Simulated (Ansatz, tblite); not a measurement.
# (4-phenylthiophenyl)diphenylsulfonium (C24H19S2+): which spin state is lowest

Aim: set other spin states of (4-phenylthiophenyl)diphenylsulfonium (C24H19S2+) against its singlet, on many levels of theory.

The runs use Ansatz 0.2.0, Gaussian basis; as each input shows.

Levels to be run: triplet, at the geometry of the singlet (GFN1-xTB, GFN2-xTB, PBE0-D4/def2-TZVP, PBE-D4/def2-TZVP); the singlet's energies come from earlier runs.

### Step 1. The structure

The singlet was relaxed beforehand with PBE-D4/def2-SVP.

SMILES `c1ccc(Sc2ccc([S+](c3ccccc3)c3ccccc3)cc2)cc1`, 45 atoms, charge 1, spin multiplicity 1.

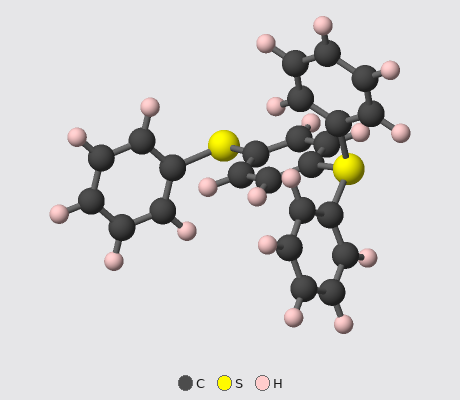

The structure; carbon dark grey, sulfur yellow, hydrogen pink.

The ion is computed in the gas phase, without counter-ions or solvent.

### Step 2. Triplet at the fixed geometry, GFN1-xTB

Tight binding, by tblite at 300 K electronic temperature and without a spin-polarisation term:

```python
tblite.interface.Calculator('GFN1-xTB', numbers, positions, charge=1, uhf=2).singlepoint()
```

Energy -1843.6441 eV; 0.14 s.

### Step 3. Triplet at the fixed geometry, GFN2-xTB

Tight binding, by tblite at 300 K electronic temperature and without a spin-polarisation term:

```python
tblite.interface.Calculator('GFN2-xTB', numbers, positions, charge=1, uhf=2).singlepoint()
```

Energy -1822.4511 eV; 0.14 s.

### Step 4. Triplet at the fixed geometry, PBE0-D4/def2-TZVP

in.yaml

```yaml
crystal:
  periodic: [false, false, false]
  atoms:
    - {symbol: C, position_ang: [6.113534, -0.002927, -1.421371]}
    - {symbol: C, position_ang: [5.662575, 1.081770, -0.650292]}
    - {symbol: C, position_ang: [4.913822, 0.854930, 0.514780]}
    - {symbol: C, position_ang: [4.612003, -0.467079, 0.896857]}
    - {symbol: S, position_ang: [3.710671, -0.765451, 2.415216]}
    - {symbol: C, position_ang: [2.029178, -0.720255, 1.896874]}
    - {symbol: C, position_ang: [1.615876, -0.530021, 0.555847]}
    - {symbol: C, position_ang: [0.258497, -0.507792, 0.229770]}
    - {symbol: C, position_ang: [-0.696530, -0.678395, 1.248959]}
    - {symbol: S, position_ang: [-2.450438, -0.646496, 0.937555]}
    - {symbol: C, position_ang: [-2.616887, -1.127109, -0.790712]}
    - {symbol: C, position_ang: [-2.686765, -2.510558, -1.032861]}
    - {symbol: C, position_ang: [-2.805453, -2.951766, -2.357920]}
    - {symbol: C, position_ang: [-2.866732, -2.020828, -3.408567]}
    - {symbol: C, position_ang: [-2.808589, -0.642744, -3.142251]}
    - {symbol: C, position_ang: [-2.682900, -0.179299, -1.823490]}
    - {symbol: C, position_ang: [-2.927053, 1.092426, 0.961758]}
    - {symbol: C, position_ang: [-1.976324, 2.120997, 0.881839]}
    - {symbol: C, position_ang: [-2.429335, 3.448551, 0.920177]}
    - {symbol: C, position_ang: [-3.800960, 3.727768, 1.038516]}
    - {symbol: C, position_ang: [-4.734705, 2.681705, 1.127146]}
    - {symbol: C, position_ang: [-4.302958, 1.348361, 1.097926]}
    - {symbol: C, position_ang: [-0.307586, -0.888782, 2.588167]}
    - {symbol: C, position_ang: [1.048703, -0.902296, 2.906319]}
    - {symbol: C, position_ang: [5.068073, -1.558376, 0.132199]}
    - {symbol: C, position_ang: [5.817934, -1.319490, -1.030284]}
    - {symbol: H, position_ang: [6.708215, 0.179242, -2.330055]}
    - {symbol: H, position_ang: [5.904594, 2.112967, -0.951481]}
    - {symbol: H, position_ang: [4.566857, 1.695546, 1.135176]}
    - {symbol: H, position_ang: [2.368230, -0.403786, -0.235444]}
    - {symbol: H, position_ang: [-0.051858, -0.371451, -0.816703]}
    - {symbol: H, position_ang: [-2.648052, -3.232626, -0.202737]}
    - {symbol: H, position_ang: [-2.861857, -4.030885, -2.567456]}
    - {symbol: H, position_ang: [-2.968553, -2.373165, -4.445799]}
    - {symbol: H, position_ang: [-2.864914, 0.083818, -3.966737]}
    - {symbol: H, position_ang: [-2.647143, 0.898727, -1.607086]}
    - {symbol: H, position_ang: [-0.902901, 1.892453, 0.802944]}
    - {symbol: H, position_ang: [-1.700336, 4.271010, 0.861760]}
    - {symbol: H, position_ang: [-4.145152, 4.772301, 1.071299]}
    - {symbol: H, position_ang: [-5.808054, 2.903085, 1.231129]}
    - {symbol: H, position_ang: [-5.026862, 0.522320, 1.178009]}
    - {symbol: H, position_ang: [-1.060434, -1.037940, 3.377027]}
    - {symbol: H, position_ang: [1.360497, -1.063697, 3.949602]}
    - {symbol: H, position_ang: [4.838787, -2.585937, 0.453885]}
    - {symbol: H, position_ang: [6.181295, -2.168827, -1.629478]}
basis:
  gaussian: {orbitals: def2-TZVP, fitting: {mean_field: def2-universal-jkfit}}
total_charge: 1
magnetization: {spin_polarized: true, initial_magnetization: 2}
hamiltonian: {xc: pbe0, dispersion: d4}
scf: {omitted_lower_state_checks: [starts]}
output: {orbitals: {seedname: orbitals}}
```

Launch:

```console
$ ansatz run in.yaml --threads 2 --pin off --events-out ev --progress --plain --max-ram 22528MiB --backend cuda --devices 0, --max-vram 18GiB
```

The program printed:

```text
Functional definition: PBE0
  name "PBE0"
  cite "Adamo & Barone, J. Chem. Phys. 110, 6158 (1999) doi:10.1063/1.478522"
  cite "Perdew, Burke & Ernzerhof, Phys. Rev. Lett. 77, 3865 (1996) doi:10.1103/PhysRevLett.77.3865"
  parent pbe
  parameter a = 0.25
  parameter kappa = 0.804
  parameter beta = 0.06672455060314922
  exchange = (1 - a)*pbe_x(kappa = kappa, mu = beta*pi^2/3) + a*exact_x
  correlation = pbe_c(beta = beta)
these checks for a lower state are left out or cut short: starts
2398 factors; integrals over basis functions are off by at most 3.1e-1 eV
mean field evaluation 1: about -46780.4437 eV, gradient 9.9e1 eV
mean field evaluation 2: about -46635.5582 eV, gradient 1.9e2 eV
mean field evaluation 4: about -46807.9634 eV, gradient 5.1e1 eV
mean field evaluation 8: about -46829.9465 eV, gradient 2.9e0 eV
mean field evaluation 16: about -46830.0894 eV, gradient 6.1e-2 eV
mean field evaluation 32: about -46830.0897 eV, gradient 2.7e-4 eV
mean field -46830.08974140 eV, -1720.9740554216 hartree, gradient 2.2e-5 eV, S^2 2.013855; 0 other end points of the search recorded, 0 dependent functions left out
reference -46830.08980984 eV, -1720.9740579365 hartree; 98, 96 occupied and 834, 836 virtual orbitals, 2398 factors
Total energy: -46831.73547079 eV, -1721.0345348612 hartree
Checks for a lower state left out: starts
```

Run time: 15 s. Hardware: 1 × H100 (card shared with other runs) with 2 threads of AMD EPYC 7R13, shared host; peak host memory 1.7 GiB.

HOMO -6.28 eV, LUMO -7.68 eV (over both spins; with the spin held, an empty level of the minority spin lies below the top filled one); ⟨S²⟩ 2.014 (pure: 2.00).

### Step 5. Triplet at the fixed geometry, PBE-D4/def2-TZVP

start.molden holds the orbitals of an earlier run on this state, given as this run's starting guess.

Changes to in.yaml since step 4:

```diff
@@ -49,6 +49,6 @@
 basis:
-  gaussian: {orbitals: def2-TZVP, fitting: {mean_field: def2-universal-jkfit}}
+  gaussian: {orbitals: def2-TZVP, fitting: {mean_field: def2-universal-jkfit}, initial_orbitals: start.molden}
 total_charge: 1
 magnetization: {spin_polarized: true, initial_magnetization: 2}
-hamiltonian: {xc: pbe0, dispersion: d4}
+hamiltonian: {xc: pbe, dispersion: d4}
 scf: {omitted_lower_state_checks: [starts]}
```

Same command.

The program printed:

```text
Functional definition: PBE
  name "PBE"
  cite "Perdew, Burke & Ernzerhof, Phys. Rev. Lett. 77, 3865 (1996) doi:10.1103/PhysRevLett.77.3865"
  parent pbe
  parameter kappa = 0.804
  parameter beta = 0.06672455060314922
  exchange = pbe_x(kappa = kappa, mu = beta*pi^2/3)
  correlation = pbe_c(beta = beta)
these checks for a lower state are left out or cut short: starts
2398 factors; integrals over basis functions are off by at most 3.1e-1 eV
mean field evaluation 1: about -46825.9671 eV, gradient 1.5e1 eV
mean field evaluation 2: about -46826.4594 eV, gradient 5.6e-1 eV
mean field evaluation 4: about -46826.4583 eV, gradient 1.2e-1 eV
mean field evaluation 8: about -46826.4586 eV, gradient 1.6e-5 eV
mean field -46826.45862415 eV, -1720.8406143238 hartree, gradient 1.6e-5 eV, S^2 2.005033; 0 other end points of the search recorded, 0 dependent functions left out
reference -46826.45871624 eV, -1720.8406177083 hartree; 98, 96 occupied and 834, 836 virtual orbitals, 2398 factors
Total energy: -46828.35497818 eV, -1720.9103040490 hartree
Checks for a lower state left out: starts
```

Run time: 9.6 s. Hardware: 1 × H100 (card shared with other runs) with 2 threads of AMD EPYC 7R13, shared host.

From the report: HOMO -5.58 eV, LUMO -8.44 eV (over both spins; with the spin held, an empty level of the minority spin lies below the top filled one); ⟨S²⟩ 2.005 (pure: 2.00).

### Step 6. Triplet less singlet, vertical

The singlet's energies are those of its earlier runs, whose logs aren't repeated here.

```tsv
level	triplet less singlet, vertical (kcal/mol)	time
GFN1-xTB	+72.9	0.25 s
GFN2-xTB	+68.3	0.22 s
PBE-D4/def2-TZVP	+67.5	14 s
PBE0-D4/def2-TZVP	+71.8	22 s
```

Times add the two runs; a level without a time comes out of a correlated run. Tight binding without a spin term can't rank spin states.

### Step 7. Summary of results

| quantity | value |
| --- | --- |
| triplet less singlet, vertical, functionals in def2-TZVP | +67.5 (PBE-D4) to +71.8 kcal/mol (PBE0-D4) |

**Reading.** All functionals put the triplet above the singlet, over a spread of 4.3 kcal/mol. The checks for a lower triplet were left out, so another state of that spin may lie lower. These are electronic energies, without zero-point motion, entropy or surroundings.
